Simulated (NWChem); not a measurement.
# SbH3 (stibine): levels of theory compared

We compute a comparison of 4 runs (HF/6-311G**/def2-TZVP, revPBE-D3(0)/6-31G*/SBKJC-VDZ, HSE06 (ITYH form)/def2-SVP, CIS/3-21G) of SbH3 (stibine). 

The results are computed with NWChem 7.3.0.

4 further runs of the same task are left out: 4 set aside as unsound or not needed.

## 1. The structure to begin with

SbH3: 4 atoms, total charge 0, spin state singlet. SMILES: `[SbH3]`. The shape is that of a PBE0-D4/def2-TZVP optimisation.

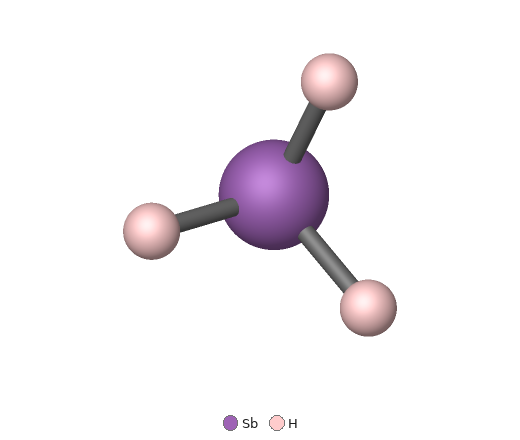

Viewed from a chosen angle; antimony purple, hydrogen pink.

## 2. The polarisability at HF/6-311G(d,p)/def2-TZVP (core potential) (run 1)

The input, calc.nw:

```
start calc
title "H3Sb hf"
memory total 2200 mb
geometry units angstroms noautosym nocenter noautoz
   Sb     0.456300    -0.309800    -0.464500
   H      0.843900     0.072200     1.153900
   H     -1.039100    -0.984400     0.008900
   H     -0.261000     1.221900    -0.698300
end
basis spherical bse
   * library 6-311G** except Sb
   Sb library def2-TZVP
end
ecp bse
   Sb library def2-TZVP
end
scf
   thresh 1e-05
   direct
end
property
   response 1 0.0428
end
task scf property
```

Run with:

```
$ nwchem calc.nw > calc.out
```

What it wrote:

```text
[...]
  functions       =    68
[...]
  wavefunction    = RHF
[...]
         Total SCF energy =   -240.979918941623
      One-electron energy =   -465.212696585501
      Two-electron energy =    202.198467157570
 Nuclear repulsion energy =     22.034310486307
        Time for solution =      5.4s
[...]
 Anisotropic =       1.9106308
[...]
```

It took 26 s on 1 thread of Intel Xeon at 2.60GHz (Ice Lake), shared host; peak memory 0.1 GiB.

## 3. A single-point energy at revPBE-D3(0)/6-31G(d)/SBKJC-VDZ (core potential, spherical functions, COSMO-KS water) (run 2)

The input, h3sb.nw:

```
start h3sb
title "H3Sb"
memory stack 880 mb heap 220 mb global 1100 mb
charge 0

geometry noautosym nocenter noautoz
Sb    0.456300   -0.309800   -0.464500
H     0.843900    0.072200    1.153900
H    -1.039100   -0.984400    0.008900
H    -0.261000    1.221900   -0.698300
end

basis spherical bse
Sb library SBKJC-VDZ
H library 6-31G*
end

ecp bse
Sb library SBKJC-VDZ
end

cosmo
dielec 78.355
do_cosmo_ks true
end

dft
xc revpbe cpbe96
disp vdw 3
grid xfine
convergence energy 1e-07
maxiter 150
mulliken
noprint "final vectors analysis"
end

task dft energy
```

Run with:

```
$ nwchem h3sb.nw > h3sb.out
```

What it wrote:

```text
[...]
          Wavefunction type:  closed shell.
          No. of atoms     :     4
          No. of electrons :     8
[...]
          Charge           :     0
          Spin multiplicity:     1
[...]
          AO basis - number of functions:    14
[...]
              XC Information
              --------------
                        RevPBE Exchange Functional  1.000
            Perdew 1991 LDA Correlation Functional  1.000 local
           PerdewBurkeErnz. Correlation Functional  1.000 non-local
[...]
 d= 0,ls=0.0,diis     1     -7.2145122065 -1.25D+01  2.70D-02  4.17D-02     0.5
[...]
 d= 0,ls=0.0,diis     5     -7.2266211704 -1.84D-08  9.44D-07  1.74D-10     3.7
         Total DFT energy =       -7.226621170420
      One electron energy =      -20.467067973865
           Coulomb energy =       10.345299498989
    Exchange-Corr. energy =       -2.382834995659
 Nuclear repulsion energy =        5.298416827018
    Dispersion correction =       -0.000978204815
[...]
      Total Density - Mulliken Population Analysis
     ---------------------------------------------
    Atom       Charge   Shell Charges
 -----------   ------   -------------------------------------------------------
    1 Sb   5     4.80   1.64  2.66  0.19  0.31
    2 H    1     1.07   0.49  0.58
    3 H    1     1.07   0.49  0.58
    4 H    1     1.07   0.49  0.58
[...]
```

It took 4.2 s on 1 thread of Intel Xeon at 2.60GHz (Ice Lake), shared host; peak memory 0.13 GiB.

## 4. A single-point energy at HSE06 (ITYH form)/def2-SVP (core potential) (run 3)

The input, struct.nw:

```
start struct
title "H3Sb HSE06 (ITYH form)"
memory total 2200 mb

geometry units angstroms
  zmatrix
    Sb
    H 1 r2
    H 1 r3 2 a3
    H 1 r4 2 a4 3 d4
  variables
    r2 1.707447
    r3 1.707458
    a3 91.39871
    r4 1.707421
    a4 91.40138
    d4 91.43678
  end
end

basis spherical
  * library def2-SVP
end

ecp
  Sb library def2-ecp
end

dft
  xc xpbe96 1.0 xcampbe96 -0.25 cpbe96 1.0 srhfexch 0.25
  cam 0.11 cam_alpha 0.0 cam_beta 1.0
  grid coarse
  convergence energy 1e-05
  direct
  maxiter 50
  mulliken
end

task dft energy
```

Run with:

```
$ nwchem struct.nw > struct.out
```

What it wrote:

```text
[...]
 Group name             C3
[...]
          Wavefunction type:  closed shell.
          No. of atoms     :     4
          No. of electrons :    26
[...]
          Charge           :     0
          Spin multiplicity:     1
[...]
          AO basis - number of functions:    41
[...]
              XC Information
              --------------
                     Hartree-Fock (Exact) Exchange  0.250
          PerdewBurkeErnzerhof Exchange Functional  1.000
                     CAM-PBE96 Exchange Functional -0.250
            Perdew 1991 LDA Correlation Functional  1.000 local
           PerdewBurkeErnz. Correlation Functional  1.000 non-local
[...]
 d= 0,ls=0.0,diis     1   -242.0419925284 -2.64D+02  1.28D-02  4.72D-02     0.3
[...]
 d= 0,ls=0.0,diis     6   -242.0528197642 -2.31D-08  3.12D-06  8.25D-09     1.3
         Total DFT energy =     -242.052819764164
      One electron energy =     -465.549352004847
           Coulomb energy =      221.950187627392
    Exchange-Corr. energy =      -20.487969964848
 Nuclear repulsion energy =       22.034314578139
[...]
      Total Density - Mulliken Population Analysis
     ---------------------------------------------
    Atom       Charge   Shell Charges
 -----------   ------   -------------------------------------------------------
    1 Sb  23    22.84   2.11 -0.08  1.28  0.48  2.95  3.07  1.78  1.15  9.76  0.33
    2 H    1     1.05   0.68  0.36  0.01
    3 H    1     1.05   0.68  0.36  0.01
    4 H    1     1.05   0.68  0.36  0.01
[...]
```

Run time: 1.8 s. Hardware: 1 thread of Intel Xeon at 2.60GHz (Ice Lake), shared host; peak memory 0.11 GiB.

## 5. The vertical excitations at CIS/3-21G (COSMO toluene) (run 4)

The input, struct.xyz:

```xyz
4
H3Sb cis
Sb     0.456300    -0.309800    -0.464500
H      0.843900     0.072200     1.153900
H     -1.039100    -0.984400     0.008900
H     -0.261000     1.221900    -0.698300
```

The input, struct.nw:

```
echo
START struct
TITLE "H3Sb cis"
memory stack 880 mb heap 220 mb global 1100 mb

GEOMETRY units angstrom noautosym nocenter noautoz
load struct.xyz
END

BASIS
Sb library 3-21G
H library 3-21G
END

COSMO
dielec 2.3741
END

DFT
xc hfexch
convergence energy 1e-05
print low
END

TDDFT
cis
nroots 3
END

TASK tddft energy
```

Run with:

```
$ nwchem struct.nw > struct.out
```

What it wrote:

```text
[...]
 d= 0,ls=0.0,diis     1  -6287.8042690614 -6.34D+03  7.85D-03  7.31D-02     0.4
[...]
 d= 0,ls=0.0,diis     4  -6287.8143715908 -2.22D-07  7.84D-06  9.32D-09     1.5
         Total DFT energy =    -6287.814371590810
      One electron energy =    -8761.450449266718
           Coulomb energy =     2590.229495605233
    Exchange-Corr. energy =     -164.491378059145
 Nuclear repulsion energy =       48.067922845202
             COSMO energy =       -0.169962715381
[...]
         Spin multiplicity :       1
[...]
              XC Information
              --------------
              Hartree-Fock (Exact) Exchange   1.00
             TDDFT Information
             -----------------
          Calculation type : CIS
         Wavefunction type : Restricted singlets & triplets
          No. of electrons :      54
[...]
  Root   1 singlet a              0.262639084 a.u.                7.1468 eV
[...]
     Dipole Oscillator Strength                    0.2730597827
[...]
     Total Oscillator Strength                     0.2730637669
[...]
  Root   2 singlet a              0.262888086 a.u.                7.1536 eV
[...]
     Dipole Oscillator Strength                    0.2735378406
[...]
     Total Oscillator Strength                     0.2735418332
[...]
  Root   3 singlet a              0.348333626 a.u.                9.4786 eV
[...]
     Dipole Oscillator Strength                    0.0000103045
[...]
     Total Oscillator Strength                     0.0000145069
[...]
  Root   1 triplet a              0.189076954 a.u.                5.1450 eV
[...]
  Root   2 triplet a              0.189233615 a.u.                5.1493 eV
[...]
  Root   3 triplet a              0.251253447 a.u.                6.8370 eV
[...]
```

Wall time 19 s (1 thread of Intel Xeon at 2.60GHz (Ice Lake), shared host); peak memory 0.1 GiB.

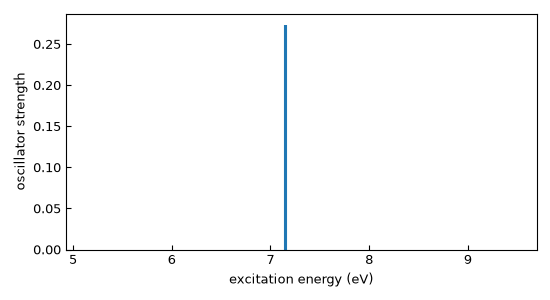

Vertical excitations as sticks.

The roots found:

```
excited state  energy (eV)  strength      label
            1        7.147    0.2731  singlet a
            2        7.154    0.2735  singlet a
            3        9.479    0.0000  singlet a
            4        5.145    0.0000  triplet a
            5        5.149    0.0000  triplet a
            6        6.837    0.0000  triplet a
```

## 6. All runs side by side

```
run                                                                                level            task  core potential   energy (Eh)  dipole moment (D)  HOMO energy (eV)  LUMO energy (eV)  wall time
  1                                               HF/6-311G**/def2-TZVP (core potential)  polarizability       def2-TZVP   -240.979919               0.36             -9.80              2.53       26 s
  2  revPBE-D3(0)/6-31G*/SBKJC-VDZ (core potential, spherical functions, COSMO-KS water)          energy       SBKJC-VDZ     -7.226621               0.92             -6.57             -0.65      4.2 s
  3                                          HSE06 (ITYH form)/def2-SVP (core potential)          energy        def2-ecp   -242.052820               0.17             -7.05             -0.32      1.8 s
  4                                                            CIS/3-21G (COSMO toluene)         excited               –  -6287.814372                  –                 –                 –       19 s
```

## 7. Outcome

| quantity | value |
| --- | --- |
| run 4: ground-state or mean-field energy | -6287.81437 Eh |
| run 4: solvent term in the energy | -4.9 kJ/mol |
| run 4: lowest excitation energy | 5.15 eV |

Over runs 1, 2, 3 the dipole moment (its size) runs from 0.17 D (HSE06 (ITYH form)/def2-SVP) to 0.92 D (revPBE-D3(0)/6-31G*/SBKJC-VDZ). The two ends differ in method and basis and solvent. The two dipoles point in opposite directions. Over runs 1, 2, 3 the HOMO–LUMO gap runs from 5.91 eV (revPBE-D3(0)/6-31G*/SBKJC-VDZ) to 12.33 eV (HF/6-311G**/def2-TZVP). Totals of different functionals can't be ranked against each other. Some runs of one species differ in core potentials or relativity; totals across that change don't compare. In run 4 relativity is left out where basis or elements ask for it. All runs together took 51 s, the longest 26 s.
